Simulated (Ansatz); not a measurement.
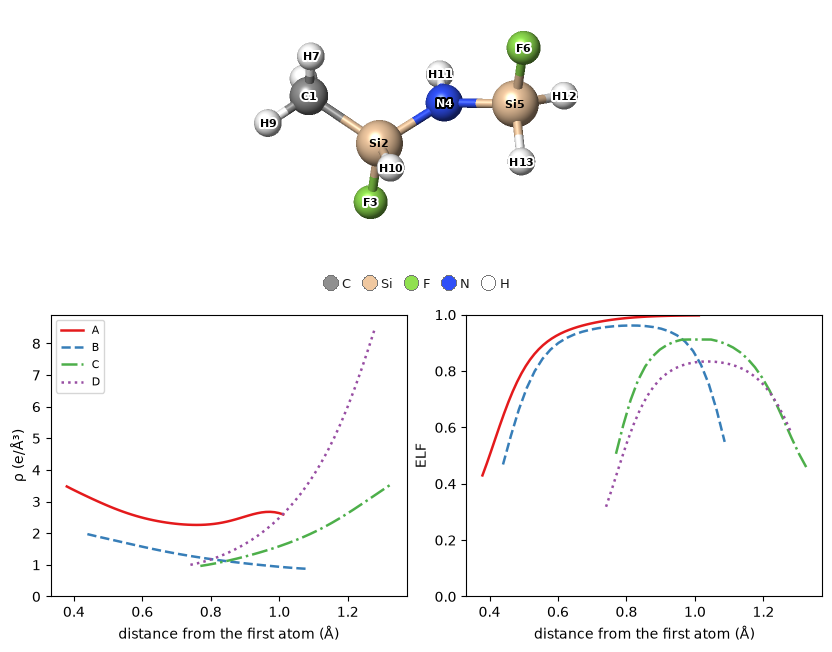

The picture shows: CH₇F₂NSi₂ (SMILES C[SiH](F)N[SiH2]F). Total electron density and electron localisation function along straight lines between neighbouring atoms. The curves leave out the atomic cores. The structure is drawn too.

Geometry: PBE0-D4/def2-TZVP.

These are results of Ansatz, RKS PBE0-D4/def2-TZVPP, not measurements.

The calculation's input:

```
crystal:
  periodic: [false, false, false]
  atoms:
    - {symbol: C, position_ang: [-0.544271, -1.754905, 1.285397]}
    - {symbol: Si, position_ang: [0.604601, -0.698045, 0.292527]}
    - {symbol: F, position_ang: [1.531969, -1.686713, -0.563971]}
    - {symbol: N, position_ang: [-0.253887, 0.365200, -0.749707]}
    - {symbol: Si, position_ang: [0.100736, 1.998151, -1.111330]}
    - {symbol: F, position_ang: [-0.751646, 3.004011, -0.203371]}
    - {symbol: H, position_ang: [-1.167464, -1.139312, 1.938012]}
    - {symbol: H, position_ang: [-1.202050, -2.336102, 0.633111]}
    - {symbol: H, position_ang: [0.015379, -2.458628, 1.905631]}
    - {symbol: H, position_ang: [1.513799, 0.138883, 1.107978]}
    - {symbol: H, position_ang: [-1.078531, -0.015848, -1.194642]}
    - {symbol: H, position_ang: [-0.274832, 2.300101, -2.510553]}
    - {symbol: H, position_ang: [1.526499, 2.248507, -0.814182]}
basis:
  gaussian: {orbitals: def2-TZVPP}
hamiltonian: {xc: pbe0, dispersion: d4}
output: {orbitals: {seedname: orbitals}}
```

Command:

```sh
ansatz run in.yaml --threads 2 --pin off --events-out ev --progress --plain --max-ram 32768MiB --backend cuda --devices 0, --max-vram 18GiB
```

Question: Which curve belongs to which contact (C–Si, N–H, Si–F and Si–N)? The first atom named is at distance zero.

Answer: Curve A: N–H (1.01 Å): ρ is about 2.8 e/Å³ halfway; the ELF climbs to about 1 towards the hydrogen, as it does in any bond to H: a covalent bond by its length. Curve B: C–Si (1.85 Å): ρ is about 1 e/Å³ halfway; the ELF peaks at about 0.95 between the atoms (a shared electron pair). Curve C: Si–N (1.71 Å): the density is about 1.1 e/Å³ at the midpoint; the ELF peaks at about 0.90 between the atoms; a shared but strongly polarised pair. Curve D: Si–F (1.60 Å): ρ is about 1.2 e/Å³ halfway; the ELF peaks at about 0.85 in the valence shell of F, 0.6 Å from its nucleus, and is about 0.55 at the midpoint.
